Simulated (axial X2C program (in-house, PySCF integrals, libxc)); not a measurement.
# All-electron X2C curves of CsO, part 2 of 2

Computed with an in-house X2C program for linear molecules on PySCF integrals; all-electron X2C, Cs dyall-cv3z, O dyall-av3z. The steps go on from the part before.

**9. PBE0, 2c**

State followed: Ω = 1/2 (excess of +ω over −ω: ω = 1/2). The scan is laid around 2.286 Å, a first estimate of the minimum, and this SCF restarts from the orbitals of the search.

The SCF at the reference distance of 2.286 Å:

```text
two-component X2C + atomic mean field  PBE0
basis functions 196  fitting functions 996  grid points 5077
iter        total energy     max residual
   1      -7857.803855771     2.68e-05
   2      -7857.803855799     2.06e-05
   3      -7857.803855809     1.78e-05
   4      -7857.803855830     9.24e-06
   5      -7857.803855839     8.04e-07
   6      -7857.803855839     2.95e-07
converged
one-electron -10944.72093091  Coulomb 3192.58720718  exact exchange -49.89594382  xc functional -152.68790721  nuclear repulsion 101.85388137  atomic mean-field constant -4.94016246
```

Along the bond, energies from the lowest point:

```tsv
R (Å)	E (eV)	μ (D)	HOMO (eV)	LUMO (eV)	iterations
1.989	0.4034	-5.43	-6.26	-1.48	13
2.080	0.1715	-6.01	-5.95	-1.34	11
2.149	0.0688	-6.45	-5.74	-1.24	11
2.217	0.0147	-6.90	-5.53	-1.15	11
2.286	0.0000	-7.34	-5.34	-1.07	6
2.366	0.0221	-7.86	-5.12	-1.03	13
2.446	0.0763	-8.37	-4.93	-1.03	13
2.549	0.1797	-9.02	-4.69	-1.07	13
2.675	0.3386	-9.80	-4.42	-1.14	13
2.857	0.6001	-10.90	-4.08	-1.26	12
```

Dipoles are positive if O is the positive end.

Outer spinors at the reference distance:

```json
{"ω": "1/2", "occupied": "yes", "ε (eV)": "-28.32", "atomic character": "90% Cs s, 4% O p, 3% O s", "λ mixture": "100% σ"}
{"ω": "-1/2", "occupied": "yes", "ε (eV)": "-28.20", "atomic character": "91% Cs s, 4% O p, 2% O d", "λ mixture": "100% σ"}
{"ω": "1/2", "occupied": "yes", "ε (eV)": "-22.93", "atomic character": "82% O s, 8% Cs p, 4% Cs d", "λ mixture": "100% σ"}
{"ω": "-1/2", "occupied": "yes", "ε (eV)": "-20.82", "atomic character": "81% O s, 11% Cs p, 4% Cs d", "λ mixture": "100% σ"}
{"ω": "1/2", "occupied": "yes", "ε (eV)": "-15.14", "atomic character": "92% Cs p, 4% O p", "λ mixture": "70% π, 30% σ"}
{"ω": "-1/2", "occupied": "yes", "ε (eV)": "-15.06", "atomic character": "94% Cs p", "λ mixture": "82% π, 18% σ"}
{"ω": "3/2", "occupied": "yes", "ε (eV)": "-13.63", "atomic character": "97% Cs p", "λ mixture": "100% π"}
{"ω": "1/2", "occupied": "yes", "ε (eV)": "-13.59", "atomic character": "81% Cs p, 12% O p, 3% O s", "λ mixture": "70% σ, 30% π"}
{"ω": "-3/2", "occupied": "yes", "ε (eV)": "-13.58", "atomic character": "98% Cs p", "λ mixture": "100% π"}
{"ω": "-1/2", "occupied": "yes", "ε (eV)": "-13.11", "atomic character": "83% Cs p, 6% O p, 5% O s", "λ mixture": "82% σ, 18% π"}
{"ω": "1/2", "occupied": "yes", "ε (eV)": "-7.31", "atomic character": "77% O p, 11% Cs p, 8% Cs d", "λ mixture": "100% σ"}
{"ω": "-1/2", "occupied": "yes", "ε (eV)": "-6.06", "atomic character": "92% O p, 6% Cs d", "λ mixture": "100% π"}
{"ω": "3/2", "occupied": "yes", "ε (eV)": "-6.03", "atomic character": "92% O p, 6% Cs d", "λ mixture": "100% π"}
{"ω": "1/2", "occupied": "yes", "ε (eV)": "-5.37", "atomic character": "91% O p, 7% Cs d", "λ mixture": "100% π"}
{"ω": "-3/2", "occupied": "yes", "ε (eV)": "-5.34", "atomic character": "90% O p, 7% Cs d", "λ mixture": "100% π"}
{"ω": "-1/2", "occupied": "no", "ε (eV)": "-1.07", "atomic character": "53% O p, 18% Cs p, 17% Cs s", "λ mixture": "100% σ"}
{"ω": "1/2", "occupied": "no", "ε (eV)": "-0.80", "atomic character": "80% Cs s, 16% Cs p", "λ mixture": "100% σ"}
{"ω": "-1/2", "occupied": "no", "ε (eV)": "-0.67", "atomic character": "68% Cs s, 15% O p, 10% Cs d", "λ mixture": "100% σ"}
{"ω": "-1/2", "occupied": "no", "ε (eV)": "0.15", "atomic character": "94% Cs p, 5% Cs d", "λ mixture": "100% π"}
```

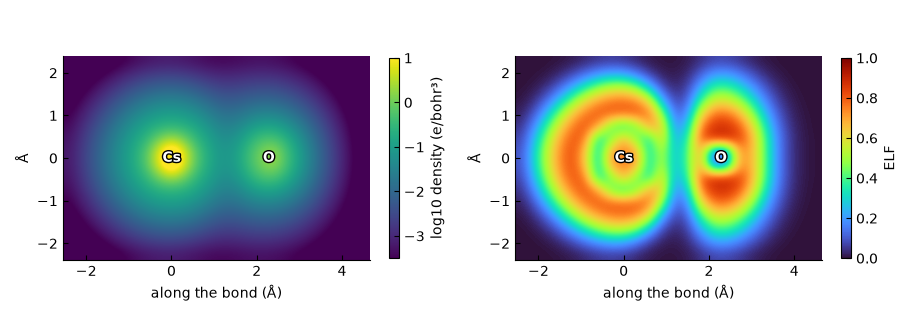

PBE0 fields in a plane through the axis, from a grid of 0.3 Å; Cs lies at z = 0 and O at z = 2.286 Å; the ELF is damped to zero where the density is low.

Re = 2.281 Å, ωe = 359 cm⁻¹, ωexe = 1.65 cm⁻¹, Be = 0.2269 cm⁻¹, De = 3.18 eV, μ = -7.31 D.

**10. HF, 2c**

Output at 2.286 Å:

```text
two-component X2C + atomic mean field  HF
basis functions 196  fitting functions 996  grid points 5077
iter        total energy     max residual
   1      -7854.803780078     3.10e-01
   2      -7854.827994129     7.31e-03
   3      -7854.828858862     2.35e-03
   4      -7854.828998180     1.72e-03
   5      -7854.829042529     6.27e-04
   6      -7854.829059783     3.04e-04
   7      -7854.829066066     1.96e-04
   8      -7854.829068806     7.98e-05
   9      -7854.829069272     2.89e-05
  10      -7854.829069322     1.59e-05
  11      -7854.829069335     5.95e-06
  12      -7854.829069336     2.12e-06
converged
one-electron -10943.61322111  Coulomb 3191.55234392  exact exchange -199.68191106  xc functional 0.00000000  nuclear repulsion 101.85388137  atomic mean-field constant -4.94016246
```

Re = 2.416 Å, ωe = 340 cm⁻¹, ωexe = 1.76 cm⁻¹, Be = 0.2023 cm⁻¹, De = 1.23 eV, μ = -8.65 D.

**11. r2SCAN, 2c**

The SCF at the reference distance of 2.286 Å:

```text
two-component X2C + atomic mean field  r2SCAN
basis functions 196  fitting functions 996  grid points 5077
iter        total energy     max residual
   1      -7858.188437281     1.58e-01
   2      -7858.190844411     2.32e-03
   3      -7858.190849567     2.62e-03
   4      -7858.190915005     8.01e-04
   5      -7858.190914063     8.13e-04
   6      -7858.190926226     4.20e-05
   7      -7858.190926245     2.39e-05
   8      -7858.190926251     4.53e-06
   9      -7858.190926252     2.15e-06
converged
one-electron -10944.21387380  Coulomb 3192.08280811  exact exchange 0.00000000  xc functional -202.97357947  nuclear repulsion 101.85388137  atomic mean-field constant -4.94016246
```

Re = 2.292 Å, ωe = 349 cm⁻¹, ωexe = 1.14 cm⁻¹, Be = 0.2248 cm⁻¹, De = 3.41 eV, μ = -7.33 D.

**12. Correlated methods, 2c**

Correlated methods: 15 electrons correlated (frozen shells, counted by type: Cs 4 s, 3 p, 2 d; O 1 s), 295 virtual spinors in MP2, 90 natural virtuals in coupled cluster.

Output of the correlated part at 2.286 Å:

```text
correlated 15  virtual 295  natural virtual 90  E(MP2) -0.390559800  MP2 remainder -0.024032467
iter   CCSD correlation   residual
   1     -0.379989575   1.03e-01
   2     -0.387344755   3.97e-02
   3     -0.389705099   1.71e-02
   4     -0.389827316   7.26e-03
   5     -0.389903620   3.14e-03
   6     -0.389926736   9.57e-04
   7     -0.389923384   3.08e-04
   8     -0.389925114   1.14e-04
   9     -0.389924297   5.87e-05
  10     -0.389924027   3.73e-05
  11     -0.389923609   2.89e-05
  12     -0.389923593   2.27e-05
  13     -0.389923512   1.50e-05
  14     -0.389923591   6.74e-06
  15     -0.389923647   2.50e-06
  16     -0.389923650   1.04e-06
(T) -0.012792886  T1 0.0178  D1 0.0305  max T2 0.053
```

MP2: Re = 2.323 Å, ωe = 352 cm⁻¹, Be = 0.2188 cm⁻¹, De = 3.15 eV.

CCSD: Re = 2.335 Å, ωe = 352 cm⁻¹, ωexe = 1.69 cm⁻¹, Be = 0.2166 cm⁻¹, De = 2.94 eV. T1 at Re = 0.012 (Lee–Taylor, the printed value over √2).

CCSD(T): Re = 2.326 Å, ωe = 352 cm⁻¹, ωexe = 1.7 cm⁻¹, Be = 0.2183 cm⁻¹, De = 3.02 eV. T1 at Re = 0.012 (Lee–Taylor, the printed value over √2).

**13. A higher determinant, 2c**

State: Ω = 3/2 (excess of +ω over −ω: ω = 3/2).

Output at the reference distance:

```text
two-component X2C + atomic mean field  PBE0
basis functions 196  fitting functions 996  grid points 5077
iter        total energy     max residual
   1      -7857.787904027     1.86e-05
   2      -7857.787904015     2.89e-05
   3      -7857.787904035     2.21e-06
   4      -7857.787904035     3.57e-07
converged
one-electron -10945.43007597  Coulomb 3193.31676873  exact exchange -49.89824192  xc functional -152.69007378  nuclear repulsion 101.85388137  atomic mean-field constant -4.94016246
```

```tsv
R (Å)	E above the lowest PBE0 point (eV)
1.989	1.609
2.080	1.068
2.149	0.780
2.217	0.574
2.286	0.434
2.366	0.338
2.446	0.298
2.549	0.308
2.675	0.385
```

Re = 2.479 Å, ωe = 336 cm⁻¹, ωexe = 1.69 cm⁻¹, Be = 0.1922 cm⁻¹, μ = -8.00 D. Te = 0.29 eV.

**14. The 2c curves together**

Energy (eV) of the followed determinant, 2c, from each level's lowest point:

```tsv
R (Å)	PBE0	HF	MP2	CCSD	CCSD(T)	r2SCAN
1.989	0.403	0.921	0.513	n/a	n/a	0.415
2.080	0.171	0.510	0.244	0.275	0.251	0.181
2.149	0.069	0.297	0.115	0.135	0.119	0.076
2.217	0.015	0.150	0.036	0.048	0.038	0.019
2.286	0.000	0.058	0.000	0.005	0.000	0.000
2.366	0.022	0.005	0.001	0.000	0.000	0.016
2.446	0.076	0.000	0.038	0.032	0.036	0.065
2.549	0.180	0.043	0.124	0.114	0.121	0.162
2.675	0.339	0.148	0.268	n/a	n/a	0.316
2.857	0.600	n/a	n/a	n/a	n/a	0.574
```

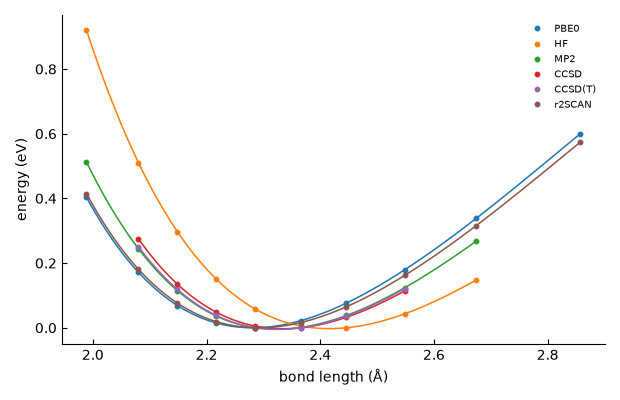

Curves of the followed state, 2c, each from its own lowest point.

The whole job took 3.3 min on 1 thread of Arm Neoverse V1, shared host.

**15. What came out**

This closing draws on all 2 parts.

Lowest determinant that the search found at its distance, spin-free: M_S = 1/2, Λ = 0 (beyond closed shells: σα).

Lowest determinant that the search found at its distance, 2c: Ω = 1/2 (excess of +ω over −ω: ω = 1/2).

```tsv
Hamiltonian	level	Re (Å)	ωe (cm⁻¹)	De (eV)	μ (D)
spin-free	PBE0	2.283	359	3.17	-7.34
spin-free	HF	2.417	340	1.23	-8.67
spin-free	MP2	2.325	352	3.15	n/a
spin-free	CCSD	2.336	351	2.93	n/a
spin-free	CCSD(T)	2.327	352	3.03	n/a
spin-free	r2SCAN	2.294	349	3.41	-7.36
2c	PBE0	2.281	359	3.18	-7.31
2c	HF	2.416	340	1.23	-8.65
2c	MP2	2.323	352	3.15	n/a
2c	CCSD	2.335	352	2.94	n/a
2c	CCSD(T)	2.326	352	3.02	n/a
2c	r2SCAN	2.292	349	3.41	-7.33
```

Dipoles are positive if O is the positive end.

Time per point (s) on 1 thread of Arm Neoverse V1, shared host (2c runs; CCSD comes with the CCSD(T) run); the times are rough: PBE0 0.74, HF 1.3, MP2 1.9, CCSD(T) 9.3, r2SCAN 0.67.

In words: At CCSD(T), going from spin-free to two-component changes Re by -1 mÅ, ωe by 0.0 %; the spin-free picture holds up (part of it comes from the scalar share of the two-electron terms). De moves by -0.01 eV; both De rest on single-determinant atoms, which can miss part of an open shell's spin–orbit lowering.

De refers to Cs + O, each in the lowest determinant found, which need not be this curve's own limit. Each curve is one determinant whose occupation by symmetry is held fixed; it was picked as the lowest of a PBE0 search that is not exhaustive. Dissociation energies refer to the lowest single-determinant-based atoms at the same level and basis. Density functionals use the spin component along the axis (collinear). CCSD and (T) use frozen natural virtuals with an MP2 correction for the truncation. The meta-GGAs lack a current-density term, which matters for open shells with orbital currents, atoms included. Some points did not converge and are left out.
